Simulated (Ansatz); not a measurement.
# C2H5BBr radical: geometry and vibrations

Aim: relax C2H5BBr radical from a cheap starting geometry, check the end point by its vibrations and derive ideal-gas thermochemistry, and look at its orbitals and charge.

The runs use Ansatz 0.2.0, Gaussian basis; UKS PBE0-D4/def2-TZVP.

The runs, in order: relaxation at PBE-D4/def2-SVP; relaxation at PBE0-D4/def2-TZVP; harmonic vibrations at the same level; a single point in def2-TZVPP for the fields.

## 1. Where the work starts

9 atoms, charge 0, spin multiplicity 2.

Atoms are counted from 1 here; the program's logs count them from 0.

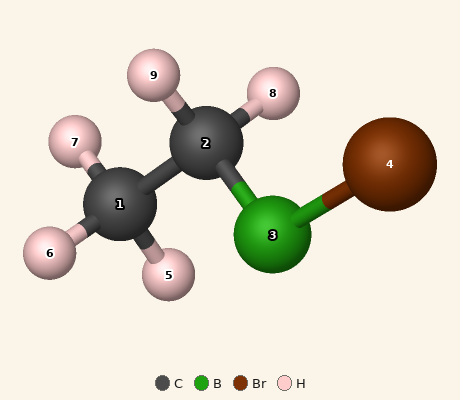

Start geometry, drawn with carbon dark grey, boron green, bromine brown, hydrogen pink; atoms are numbered from 1 in the order of the file.

Coordinates:

| atom | x (Å) | y (Å) | z (Å) |
| --- | --- | --- | --- |
| C1 | -0.29600 | 1.00550 | 0.39210 |
| C2 | 0.37420 | -0.18410 | -0.15380 |
| B3 | -0.64160 | -1.42490 | -0.25860 |
| Br4 | 0.13270 | -3.17850 | -0.91610 |
| H5 | -1.17980 | 1.32680 | -0.31100 |
| H6 | -0.74050 | 0.87500 | 1.39990 |
| H7 | 0.39410 | 1.90330 | 0.43720 |
| H8 | 0.82020 | 0.05170 | -1.17130 |
| H9 | 1.22510 | -0.42100 | 0.56450 |

The start is a force-field geometry with small random shifts, so a cheaper pass at PBE-D4/def2-SVP comes first.

## 2. Optimising with PBE-D4/def2-SVP (cheap first pass)

Input file in.yaml:

```yaml
crystal:
  periodic: [false, false, false]
  atoms:
    - {symbol: C, position_ang: [-0.296000, 1.005500, 0.392100]}
    - {symbol: C, position_ang: [0.374200, -0.184100, -0.153800]}
    - {symbol: B, position_ang: [-0.641600, -1.424900, -0.258600]}
    - {symbol: Br, position_ang: [0.132700, -3.178500, -0.916100]}
    - {symbol: H, position_ang: [-1.179800, 1.326800, -0.311000]}
    - {symbol: H, position_ang: [-0.740500, 0.875000, 1.399900]}
    - {symbol: H, position_ang: [0.394100, 1.903300, 0.437200]}
    - {symbol: H, position_ang: [0.820200, 0.051700, -1.171300]}
    - {symbol: H, position_ang: [1.225100, -0.421000, 0.564500]}
basis:
  gaussian: {orbitals: def2-SVP}
magnetization: {spin_polarized: true, initial_magnetization: 1}
hamiltonian: {xc: pbe, dispersion: d4}
relax: {f_tol: 0.03, max_steps: 200}
```

Launch:

```sh
> ansatz run in.yaml --threads 4 --pin off --events-out ev --progress --plain --max-ram 10444MiB
```

The log of the run:

```text
Functional definition: PBE
  name "PBE"
  cite "Perdew, Burke & Ernzerhof, Phys. Rev. Lett. 77, 3865 (1996) doi:10.1103/PhysRevLett.77.3865"
  parent pbe
  parameter kappa = 0.804
  parameter beta = 0.06672455060314922
  exchange = pbe_x(kappa = kappa, mu = beta*pi^2/3)
  correlation = pbe_c(beta = beta)
1105 factors; their error is unknown
mean field evaluation 1: about -72841.6890 eV, gradient 4.3e1 eV
mean field evaluation 2: about -72816.2917 eV, gradient 7.7e1 eV
mean field evaluation 4: about -72851.4060 eV, gradient 5.9e0 eV
mean field evaluation 8: about -72851.5915 eV, gradient 1.2e-1 eV
mean field evaluation 16: about -72851.5093 eV, gradient 1.4e-4 eV
mean field -72851.50929129 eV, -2677.2435859285 hartree, gradient 4.2e-5 eV, S^2 0.752977; 0 other end points of the search recorded, 0 dependent functions left out
the calculation of the forces begins
reference -72851.50932402 eV, -2677.2435871310 hartree; 29, 28 occupied and 70, 71 virtual orbitals, 1105 factors
relax step   1: F+E_penalty+E_count = -72851.67415856 eV  Δ(F+E_penalty+E_count) = +0.000e0 eV  max|allowed force component| = 2.990e0 eV/Å  Δτ_max = 0.0000 Å  (30 SCF iters, accepted)
these checks for a lower state are left out or cut short: starts, cluster_reference, orbital_swaps, neighbouring_geometries, increment
1105 factors; their error is unknown
mean field -72851.85883184 eV, -2677.2564313068 hartree, gradient 1.1e-5 eV, S^2 0.752542; 0 other end points of the search recorded, 0 dependent functions left out
the calculation of the forces begins
reference -72851.85886491 eV, -2677.2564325221 hartree; 29, 28 occupied and 70, 71 virtual orbitals, 1105 factors
relax step   2: F+E_penalty+E_count = -72852.02062014 eV  Δ(F+E_penalty+E_count) = -3.465e-1 eV  max|allowed force component| = 1.118e0 eV/Å  Δτ_max = 0.1609 Å  (32 SCF iters, accepted)
these checks for a lower state are left out or cut short: starts, cluster_reference, orbital_swaps, neighbouring_geometries, increment
1105 factors; their error is unknown
mean field evaluation 32: about -72851.9081 eV, gradient 1.3e-5 eV
mean field -72851.90808499 eV, -2677.2582413265 hartree, gradient 1.3e-5 eV, S^2 0.752475; 0 other end points of the search recorded, 0 dependent functions left out
the calculation of the forces begins
reference -72851.90811768 eV, -2677.2582425279 hartree; 29, 28 occupied and 70, 71 virtual orbitals, 1105 factors
relax step   3: F+E_penalty+E_count = -72852.07243646 eV  Δ(F+E_penalty+E_count) = -5.182e-2 eV  max|allowed force component| = 4.222e-1 eV/Å  Δτ_max = 0.0899 Å  (32 SCF iters, accepted)
these checks for a lower state are left out or cut short: starts, cluster_reference, orbital_swaps, neighbouring_geometries, increment
1105 factors; their error is unknown
mean field -72851.91120872 eV, -2677.2583561216 hartree, gradient 9.5e-6 eV, S^2 0.752500; 0 other end points of the search recorded, 0 dependent functions left out
the calculation of the forces begins
reference -72851.91124151 eV, -2677.2583573265 hartree; 29, 28 occupied and 70, 71 virtual orbitals, 1105 factors
relax step   4: F+E_penalty+E_count = -72852.07541223 eV  Δ(F+E_penalty+E_count) = -2.976e-3 eV  max|allowed force component| = 2.936e-1 eV/Å  Δτ_max = 0.0174 Å  (33 SCF iters, accepted)
these checks for a lower state are left out or cut short: starts, cluster_reference, orbital_swaps, neighbouring_geometries, increment
1105 factors; their error is unknown
mean field -72851.91368385 eV, -2677.2584470810 hartree, gradient 1.0e-5 eV, S^2 0.752496; 0 other end points of the search recorded, 0 dependent functions left out
the calculation of the forces begins
reference -72851.91371663 eV, -2677.2584482854 hartree; 29, 28 occupied and 70, 71 virtual orbitals, 1105 factors
relax step   5: F+E_penalty+E_count = -72852.07785448 eV  Δ(F+E_penalty+E_count) = -2.442e-3 eV  max|allowed force component| = 9.709e-3 eV/Å  Δτ_max = 0.0064 Å  (32 SCF iters, accepted)
1105 factors; their error is unknown
mean field evaluation 64: about -72851.9137 eV, gradient 1.2e-5 eV
mean field -72851.91368385 eV, -2677.2584470810 hartree, gradient 1.2e-5 eV, S^2 0.752496; 1 other end points of the search recorded, 0 dependent functions left out
the calculation of the forces begins
reference -72851.91371663 eV, -2677.2584482854 hartree; 29, 28 occupied and 70, 71 virtual orbitals, 1105 factors
Total energy: -72852.07788725 eV, -2677.2644814445 hartree
Atom 0 at    -0.335847     1.070904     0.385166 Å, force     0.000602     0.007183     0.002287 eV/Å
Atom 1 at     0.358483    -0.192880    -0.140578 Å, force     0.001596     0.002089     0.002580 eV/Å
Atom 2 at    -0.512723    -1.476378    -0.286670 Å, force    -0.005386    -0.001768     0.000668 eV/Å
Atom 3 at     0.097320    -3.167058    -0.910328 Å, force     0.001374    -0.002398    -0.001137 eV/Å
Atom 4 at    -1.174020     1.372920    -0.274464 Å, force     0.002105     0.000206     0.001181 eV/Å
Atom 5 at    -0.760712     0.905312     1.395600 Å, force     0.001199     0.000475    -0.002610 eV/Å
Atom 6 at     0.366422     1.927066     0.451168 Å, force    -0.004267    -0.009709    -0.001621 eV/Å
Atom 7 at     0.822458    -0.011998    -1.140944 Å, force     0.000600     0.002502    -0.004524 eV/Å
Atom 8 at     1.227018    -0.474088     0.503950 Å, force     0.002178     0.001421     0.003176 eV/Å
Dipole moment:     0.208263     0.206624     0.006822 e Å
```

Wall time 6.5 s (4 threads of AMD EPYC 7R13, shared host).

Along the way:

| step | energy from step 1 (eV) | largest force component (eV/Å) |
| --- | --- | --- |
| 1 | 0.0000 | 2.9904 |
| 2 | -0.3465 | 1.1175 |
| 3 | -0.3983 | 0.4222 |
| 4 | -0.4013 | 0.2936 |
| 5 | -0.4037 | 0.0097 |

Distances of close pairs at the start and the end, largest changes first:

| bond | before (Å) | after (Å) | change (Å) |
| --- | --- | --- | --- |
| B3–Br4 | 2.027 | 1.902 | -0.124 |
| C1–H5 | 1.174 | 1.109 | -0.066 |
| C1–C2 | 1.470 | 1.535 | +0.064 |
| C2–B3 | 1.607 | 1.558 | -0.049 |
| C1–H7 | 1.133 | 1.109 | -0.024 |
| C2–H9 | 1.138 | 1.118 | -0.021 |
| C2–H8 | 1.136 | 1.117 | -0.018 |
| C1–H6 | 1.109 | 1.109 | -0.001 |

## 3. Relaxation at PBE0-D4/def2-TZVP

Input file in.yaml:

```yaml
crystal:
  periodic: [false, false, false]
  atoms:
    - {symbol: C, position_ang: [-0.335847, 1.070904, 0.385166]}
    - {symbol: C, position_ang: [0.358483, -0.192880, -0.140578]}
    - {symbol: B, position_ang: [-0.512723, -1.476378, -0.286670]}
    - {symbol: Br, position_ang: [0.097320, -3.167058, -0.910328]}
    - {symbol: H, position_ang: [-1.174020, 1.372920, -0.274464]}
    - {symbol: H, position_ang: [-0.760712, 0.905312, 1.395600]}
    - {symbol: H, position_ang: [0.366422, 1.927066, 0.451168]}
    - {symbol: H, position_ang: [0.822458, -0.011998, -1.140944]}
    - {symbol: H, position_ang: [1.227018, -0.474088, 0.503950]}
basis:
  gaussian: {orbitals: def2-TZVP}
magnetization: {spin_polarized: true, initial_magnetization: 1}
hamiltonian: {xc: pbe0, dispersion: d4}
relax: {f_tol: 0.005, max_steps: 150}
```

Same command.

The log of the run, cut to the lines that bear on the results:

```text
Functional definition: PBE0
  name "PBE0"
  cite "Adamo & Barone, J. Chem. Phys. 110, 6158 (1999) doi:10.1063/1.478522"
  cite "Perdew, Burke & Ernzerhof, Phys. Rev. Lett. 77, 3865 (1996) doi:10.1103/PhysRevLett.77.3865"
  parent pbe
[...]
1162 factors; their error is unknown
[...]
mean field -72866.45427266 eV, -2677.7928038637 hartree, gradient 8.8e-5 eV, S^2 0.753006; 0 other end points of the search recorded, 0 dependent functions left out
[...]
reference -72866.45430367 eV, -2677.7928050033 hartree; 29, 28 occupied and 142, 143 virtual orbitals, 1162 factors
relax step   1: F+E_penalty+E_count = -72866.59253337 eV  Δ(F+E_penalty+E_count) = +0.000e0 eV  max|allowed force component| = 4.914e-1 eV/Å  Δτ_max = 0.0000 Å  (32 SCF iters, accepted)
[...]
Total energy: -72866.62168656 eV, -2677.7989562110 hartree
Atom 0 at    -0.333839     1.062340     0.382313 Å, force    -0.000630     0.002404     0.000862 eV/Å
Atom 1 at     0.360558    -0.190243    -0.140330 Å, force     0.000622    -0.003206    -0.001019 eV/Å
Atom 2 at    -0.508974    -1.460824    -0.282791 Å, force     0.001371    -0.000011    -0.000282 eV/Å
Atom 3 at     0.093429    -3.142471    -0.902318 Å, force    -0.001164     0.000220     0.000336 eV/Å
Atom 4 at    -1.157740     1.356719    -0.270680 Å, force     0.000100    -0.000418    -0.000031 eV/Å
Atom 5 at    -0.750922     0.894645     1.377196 Å, force    -0.000065    -0.000388    -0.000282 eV/Å
Atom 6 at     0.360256     1.903290     0.446781 Å, force    -0.000305    -0.000093     0.000101 eV/Å
Atom 7 at     0.812355    -0.006618    -1.126841 Å, force     0.000057     0.000649     0.000398 eV/Å
Atom 8 at     1.213276    -0.463037     0.499571 Å, force     0.000014     0.000843    -0.000084 eV/Å
Dipole moment:     0.169160     0.252802     0.029273 e Å
```

Run time: 18 s. Hardware: 4 threads of AMD EPYC 7R13, shared host; peak memory 0.54 GiB.

Along the way:

| step | energy from step 1 (eV) | largest force component (eV/Å) |
| --- | --- | --- |
| 1 | 0.0000 | 0.4914 |
| 2 | -0.0266 | 0.1453 |
| 3 | -0.0291 | 0.0204 |
| 4 | -0.0291 | 0.0053 |
| 5 | -0.0291 | 0.0032 |

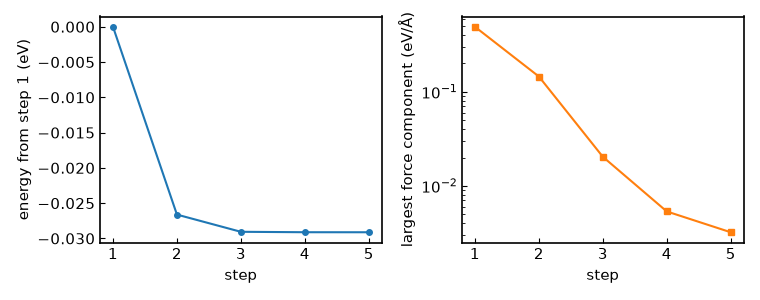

Energy and force, step by step.

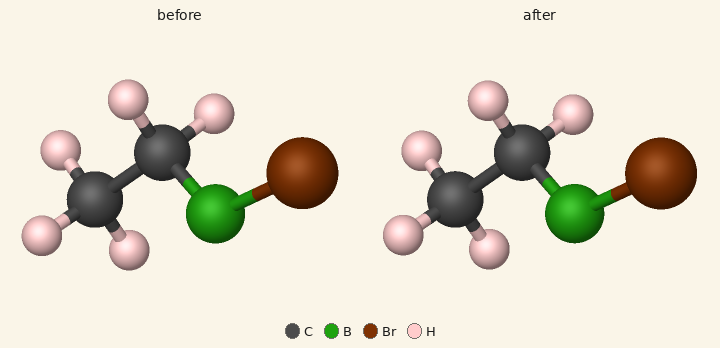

Before and after, at one scale.

Distances of close pairs at the start and the end, largest changes first:

| bond | before (Å) | after (Å) | change (Å) |
| --- | --- | --- | --- |
| C2–H9 | 1.118 | 1.100 | -0.017 |
| C1–H7 | 1.109 | 1.092 | -0.017 |
| C2–H8 | 1.117 | 1.100 | -0.017 |
| C1–H6 | 1.109 | 1.092 | -0.017 |
| C1–H5 | 1.109 | 1.092 | -0.017 |
| C2–B3 | 1.558 | 1.546 | -0.012 |
| B3–Br4 | 1.902 | 1.891 | -0.012 |
| C1–C2 | 1.535 | 1.525 | -0.010 |

Mulliken charges of the relaxed molecule (report file):

| atom | value (e) |
| --- | --- |
| C1 | -0.34 |
| C2 | -0.21 |
| B3 | -0.03 |
| Br4 | -0.06 |
| H5 | 0.13 |
| H6 | 0.13 |
| H7 | 0.13 |
| H8 | 0.13 |
| H9 | 0.13 |

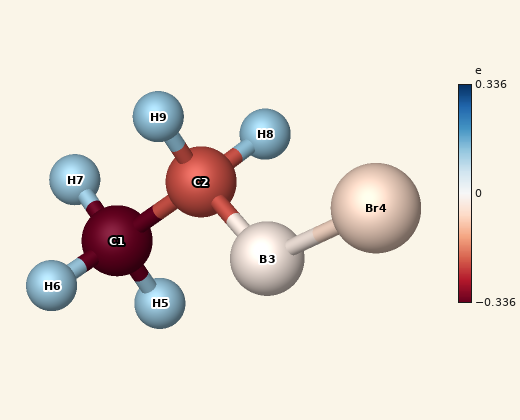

Mulliken charges of the relaxed molecule (report file), as colours on the atoms.

## 4. Force constants and modes

Input file in.yaml:

```yaml
crystal:
  periodic: [false, false, false]
  atoms:
    - {symbol: C, position_ang: [-0.333839, 1.062340, 0.382313]}
    - {symbol: C, position_ang: [0.360558, -0.190243, -0.140330]}
    - {symbol: B, position_ang: [-0.508974, -1.460824, -0.282791]}
    - {symbol: Br, position_ang: [0.093429, -3.142471, -0.902318]}
    - {symbol: H, position_ang: [-1.157740, 1.356719, -0.270680]}
    - {symbol: H, position_ang: [-0.750922, 0.894645, 1.377196]}
    - {symbol: H, position_ang: [0.360256, 1.903290, 0.446781]}
    - {symbol: H, position_ang: [0.812355, -0.006618, -1.126841]}
    - {symbol: H, position_ang: [1.213276, -0.463037, 0.499571]}
basis:
  gaussian: {orbitals: def2-TZVP}
magnetization: {spin_polarized: true, initial_magnetization: 1}
hamiltonian: {xc: pbe0, dispersion: d4}
phonons: {temperatures: {t_min: 298.15, t_max: 900, t_step: 200}}
```

The command is unchanged.

The log of the run, cut to the lines that bear on the results:

```text
Functional definition: PBE0
  name "PBE0"
  cite "Adamo & Barone, J. Chem. Phys. 110, 6158 (1999) doi:10.1063/1.478522"
  cite "Perdew, Burke & Ernzerhof, Phys. Rev. Lett. 77, 3865 (1996) doi:10.1103/PhysRevLett.77.3865"
  parent pbe
[...]
1162 factors; their error is unknown
[...]
mean field -72866.48259759 eV, -2677.7938447857 hartree, gradient 8.5e-5 eV, S^2 0.752994; 0 other end points of the search recorded, 0 dependent functions left out
[...]
reference -72866.48262845 eV, -2677.7938459197 hartree; 29, 28 occupied and 142, 143 virtual orbitals, 1162 factors
[...]
1162 factors; their error is unknown
mean field -72866.48242586 eV, -2677.7938384745 hartree, gradient 2.7e-6 eV, S^2 0.752995; 0 other end points of the search recorded, 0 dependent functions left out
[...]
reference -72866.48245672 eV, -2677.7938396086 hartree; 29, 28 occupied and 142, 143 virtual orbitals, 1162 factors
[...]
Atom 1 at     0.360558    -0.190243    -0.140330 Å, force     0.000630    -0.003213    -0.001011 eV/Å
Atom 2 at    -0.508974    -1.460824    -0.282791 Å, force     0.001370    -0.000020    -0.000282 eV/Å
Atom 3 at     0.093429    -3.142471    -0.902318 Å, force    -0.001165     0.000227     0.000337 eV/Å
Atom 4 at    -1.157740     1.356719    -0.270680 Å, force     0.000109    -0.000421    -0.000021 eV/Å
Atom 5 at    -0.750922     0.894645     1.377196 Å, force    -0.000069    -0.000390    -0.000272 eV/Å
Atom 6 at     0.360256     1.903290     0.446781 Å, force    -0.000315    -0.000104     0.000101 eV/Å
Atom 7 at     0.812355    -0.006618    -1.126841 Å, force     0.000057     0.000653     0.000398 eV/Å
Atom 8 at     1.213276    -0.463037     0.499571 Å, force     0.000006     0.000845    -0.000089 eV/Å
Dipole moment:     0.169158     0.252802     0.029273 e Å
Vibrations: 40.21 186.79 209.26 295.90 534.96 693.79 926.41 954.54 1014.51 1085.86 1245.61 1308.79 1393.20 1409.35 1492.98 1494.70 3001.60 3036.41 3054.71 3126.91 3131.84 cm⁻¹, zero-point energy 1.837342 eV
```

Wall time 1.7 min (4 threads of AMD EPYC 7R13, shared host); peak memory 0.53 GiB.

Motions are named by where the mode's potential energy lies. The modes, unscaled (a negative number is an imaginary wavenumber):

| mode | cm⁻¹ | motion |
| --- | --- | --- |
| 1 | 40 | torsion |
| 2 | 187 | bend |
| 3 | 209 | torsion |
| 4 | 296 | bend with B–Br stretch |
| 5 | 535 | torsion |
| 6 | 694 | B–Br stretch with bend |
| 7 | 926 | bend |
| 8 | 955 | mixed, led by C–C stretch |
| 9 | 1015 | bend with B–C stretch |
| 10 | 1086 | C–C stretch with bend |
| 11 | 1246 | bend |
| 12 | 1309 | bend |
| 13 | 1393 | bend |
| 14 | 1409 | bend |
| 15 | 1493 | bend |
| 16 | 1495 | bend |
| 17 | 3002 | C–H stretch |
| 18 | 3036 | C–H stretch |
| 19 | 3055 | C–H stretch |
| 20 | 3127 | C–H stretch |
| 21 | 3132 | C–H stretch |

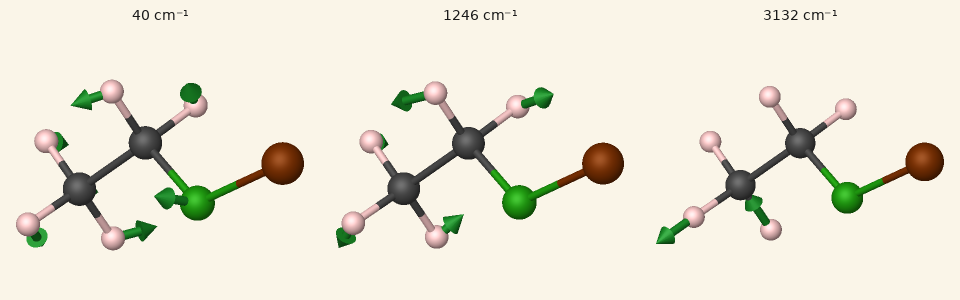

Displacements of 3 modes, as arrows.

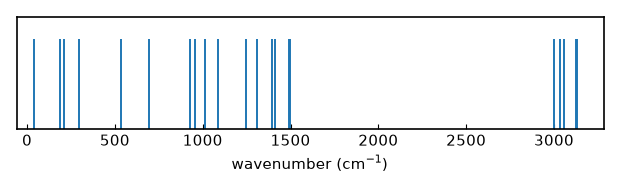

The harmonic wavenumbers as sticks (no intensities were computed).

Ideal gas, rigid rotor and harmonic oscillator at 298.15 K and 1 bar, with symmetry number 1:

| term | value |
| --- | --- |
| zero-point energy | 42.4 kcal/mol |
| H(298) − E | 46.6 kcal/mol |
| entropy, electronic degeneracy | 5.8 J/(mol K) |
| entropy, translation | 168.5 J/(mol K) |
| entropy, rotation | 107.5 J/(mol K) |
| entropy, vibration | 51.9 J/(mol K) |
| entropy, total | 333.6 J/(mol K) |

## 5. Orbitals, density and potential

in.yaml: that of step 4 with these lines changed.

```diff
@@ -13,5 +13,5 @@
 basis:
-  gaussian: {orbitals: def2-TZVP}
+  gaussian: {orbitals: def2-TZVPP}
 magnetization: {spin_polarized: true, initial_magnetization: 1}
 hamiltonian: {xc: pbe0, dispersion: d4}
-phonons: {temperatures: {t_min: 298.15, t_max: 900, t_step: 200}}
+output: {orbitals: {seedname: orbitals}}
```

Same command.

The log of the run:

```text
Functional definition: PBE0
  name "PBE0"
  cite "Adamo & Barone, J. Chem. Phys. 110, 6158 (1999) doi:10.1063/1.478522"
  cite "Perdew, Burke & Ernzerhof, Phys. Rev. Lett. 77, 3865 (1996) doi:10.1103/PhysRevLett.77.3865"
  parent pbe
  parameter a = 0.25
  parameter kappa = 0.804
  parameter beta = 0.06672455060314922
  exchange = (1 - a)*pbe_x(kappa = kappa, mu = beta*pi^2/3) + a*exact_x
  correlation = pbe_c(beta = beta)
1237 factors; their error is unknown
mean field evaluation 1: about -72857.8610 eV, gradient 4.1e1 eV
mean field evaluation 2: about -72852.1009 eV, gradient 5.1e1 eV
mean field evaluation 4: about -72866.0704 eV, gradient 2.7e0 eV
mean field evaluation 8: about -72866.1010 eV, gradient 6.8e-2 eV
mean field evaluation 16: about -72866.5259 eV, gradient 2.6e-4 eV
mean field -72866.52587356 eV, -2677.7954351480 hartree, gradient 2.5e-5 eV, S^2 0.752995; 0 other end points of the search recorded, 0 dependent functions left out
reference -72866.52590513 eV, -2677.7954363083 hartree; 29, 28 occupied and 182, 183 virtual orbitals, 1237 factors
Total energy: -72866.66496323 eV, -2677.8005465994 hartree
```

Run time: 3.2 s. Hardware: 4 threads of AMD EPYC 7R13, shared host; peak memory 0.64 GiB.

Orbitals, density, ELF and potential are computed afterwards from the orbital file.

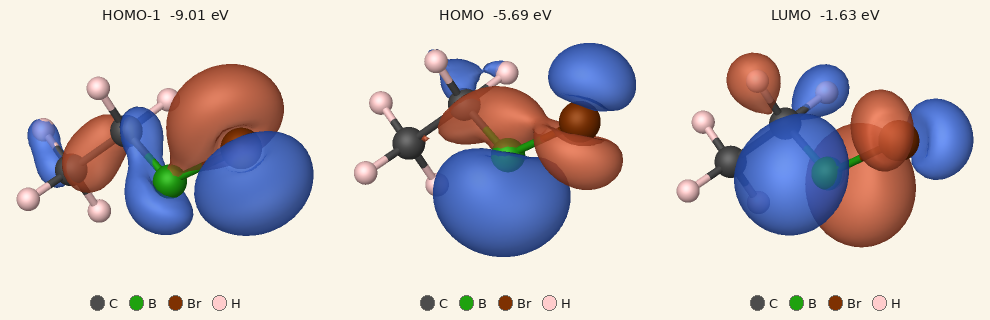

Frontier orbitals at PBE0-D4/def2-TZVPP (alpha spin); each surface holds 70 % of the orbital's density, blue and red mark the sign.

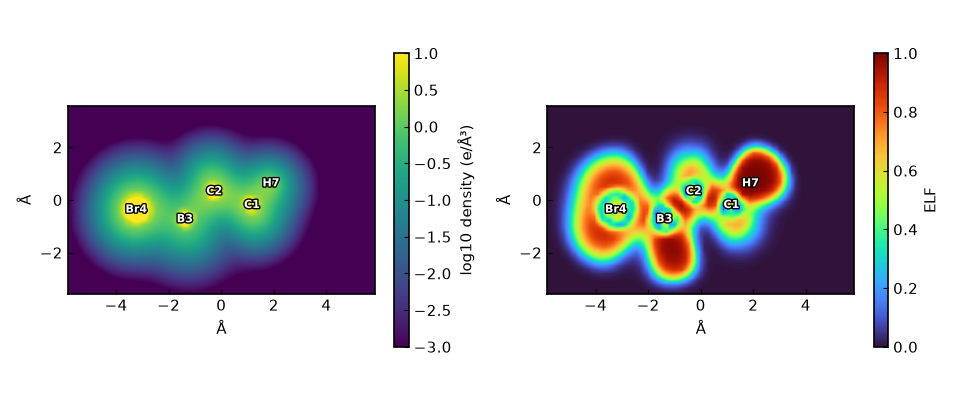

Density (left) and ELF (right) in a plane through or near 5 of the atoms.

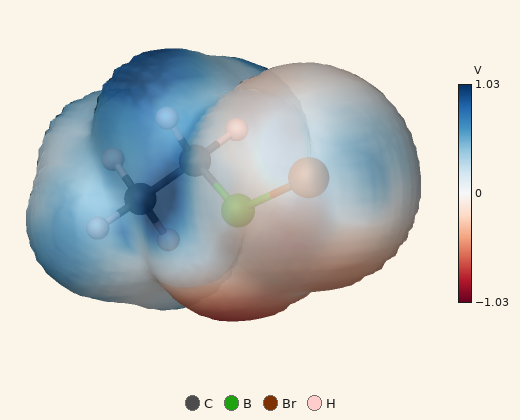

Electrostatic potential on the surface of density 0.002 e/bohr³; red is low, blue high. It runs from -0.62 to 1.03 V.

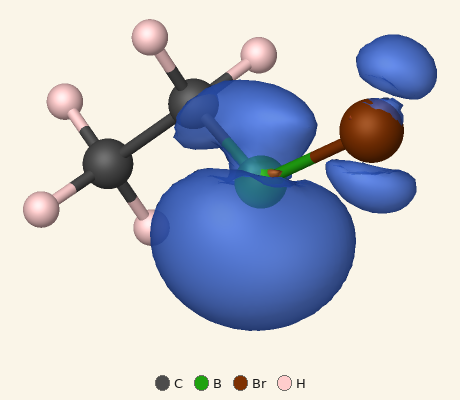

Spin density at ±0.03 e/Å³ (alpha excess blue, beta excess red).

## 6. Results

```
                  quantity            value
               point group               Cs
                     steps            5 + 5
shift from the start (rms)          0.070 Å
              total energy   -72866.6217 eV
           dispersion term         -139 meV
             dipole moment           1.47 D
lowest, highest wavenumber    40, 3132 cm⁻¹
         zero-point energy    42.4 kcal/mol
       entropy at 298.15 K  333.6 J/(mol K)
   HOMO, LUMO (alpha spin)  -5.69, -1.63 eV
```

The atoms moved 0.07 Å (rms) from the start; the bond that changed most is B3–Br4, from 2.027 to 1.891 Å. No mode is imaginary: a true minimum at this level. The stiffest mode, 3132 cm⁻¹, is a C–H stretch, and 2 modes under 200 cm⁻¹ make the vibrational entropy uncertain. Harmonic hybrid wavenumbers usually lie a few per cent above measured fundamentals. The largest Mulliken charge, -0.34 e, sits on C1. The alpha HOMO lies mostly on B3 64 %; Br4 22 % and the LUMO on B3 68 %; Br4 15 %. The unpaired spin sits mainly on B3 77 %; Br4 12 %.
